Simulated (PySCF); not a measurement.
C$_{6}$H$_{10}$OSi$_{2}$ (SMILES O=C1C=C(/C([SiH3])=C\[SiH3])C1)

```yaml
atoms:
  - { symbol: O, position_ang: [-2.6716, -2.6984, 0.8347] }
  - { symbol: C, position_ang: [-1.9259, -1.8131, 0.5216] }
  - { symbol: C, position_ang: [-0.9526, -0.9485, 1.1879] }
  - { symbol: C, position_ang: [-0.6056, -0.3350, 0.0265] }
  - { symbol: C, position_ang: [0.2828, 0.7241, -0.3509] }
  - { symbol: Si, position_ang: [-0.3146, 1.8281, -1.7803] }
  - { symbol: C, position_ang: [1.4718, 0.9127, 0.2484] }
  - { symbol: Si, position_ang: [2.2875, -0.1702, 1.5605] }
  - { symbol: C, position_ang: [-1.5902, -1.1226, -0.8217] }
  - { symbol: H, position_ang: [-0.6542, -0.8261, 2.2124] }
  - { symbol: H, position_ang: [-0.3477, 1.0276, -3.0064] }
  - { symbol: H, position_ang: [-1.6562, 2.3256, -1.4683] }
  - { symbol: H, position_ang: [0.6290, 2.9377, -1.9127] }
  - { symbol: H, position_ang: [2.0575, 1.7610, -0.0888] }
  - { symbol: H, position_ang: [1.8199, 0.2402, 2.8877] }
  - { symbol: H, position_ang: [1.9886, -1.5806, 1.3188] }
  - { symbol: H, position_ang: [3.7309, 0.0665, 1.4643] }
  - { symbol: H, position_ang: [-2.4066, -0.5503, -1.2603] }
  - { symbol: H, position_ang: [-1.1526, -1.7695, -1.5809] }
```

Geometry: GFN2-xTB.

The calculation used PySCF 2.14.0, PBE0/pcSseg-1, SCF density, gas phase, non-relativistic.

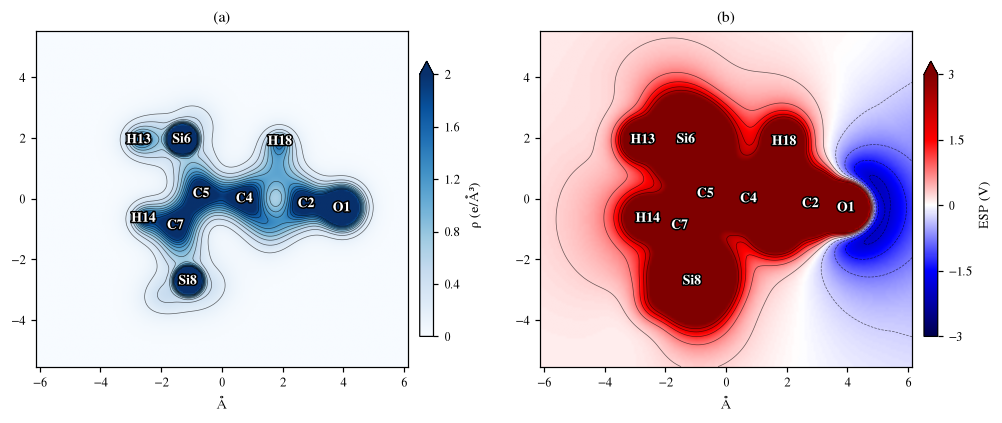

Figure 1. (a) electron density; (b) electrostatic potential on the plane of atoms C4, C5 and Si6.

Interpret the plot.

Answer.
- Atoms in the plane: O, C, Si and H.
- C–O (1.20 Å): the density is about 3.4 e/Å³ at the midpoint.
- C–C (1.34 Å): the density is about 2.2 e/Å³ at the midpoint.
- C–Si (1.89 Å): ρ is about 0.92 e/Å³ halfway.
- C–H (1.08 Å): ρ at the midpoint is about 2 e/Å³.
- C–C (1.43 Å): ρ at the midpoint is about 1.9 e/Å³.
- Outside the dense part of the molecule the potential is most negative (−2.0 V) near O1.

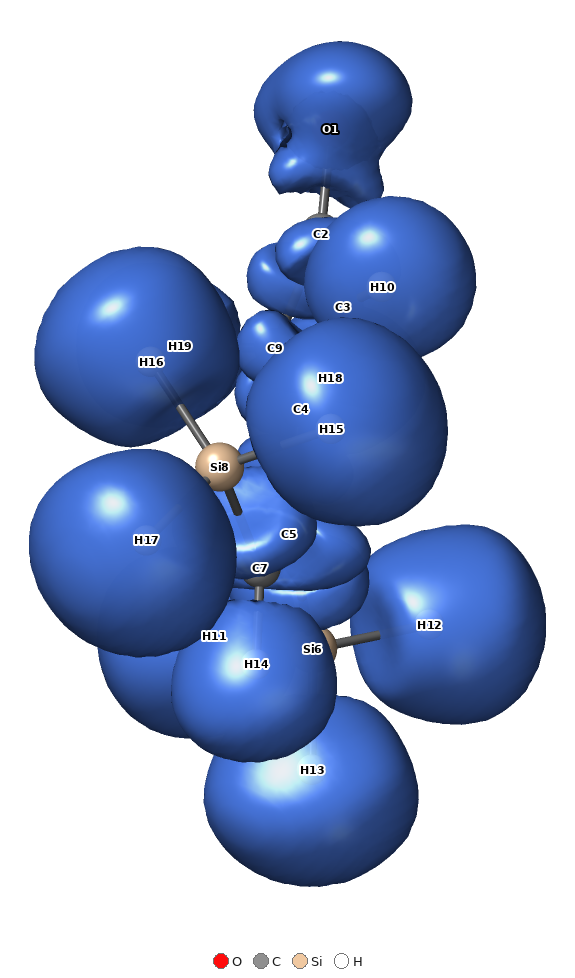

Figure 2. Isosurface of the electron localisation function at 0.75 (blue), seen at an oblique angle. Only the valence region is drawn (cores and ρ < 0.01 e/Å³ removed).

What do the ELF domains correspond to?

Answer. At this value the surface marks out six regions between bonded C–C atoms (shared pairs), two regions between bonded C–Si atoms (shared pairs), ten regions around hydrogen nuclei and one region on O in which the atom's valence shell and bonds are merged. Profiles from the grid: C–O (1.20 Å): the ELF peaks at about 0.85 between the atoms: a short, multiple covalent bond. C–C (1.34 Å): the ELF peaks at about 0.90 between the atoms (a multiple bond).

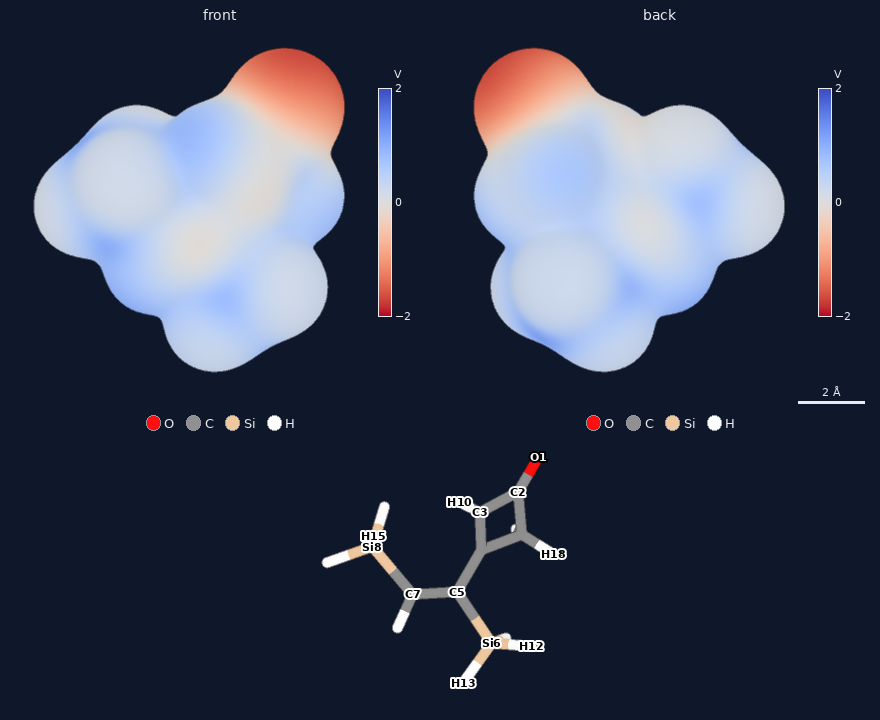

Figure 3. The molecular electrostatic potential painted on the density surface at 0.001 e/bohr³, seen from the front and from behind; the colour scale runs from red (negative) to blue (positive). The bare structure is drawn below in the same view.

Where is the surface potential most negative and most positive?

Answer. The most negative region (about −1.6 V) lies over O1, the most positive (about +1.0 V) over Si6, Si8 and H14. O1 is the likeliest acceptor of a hydrogen bond.
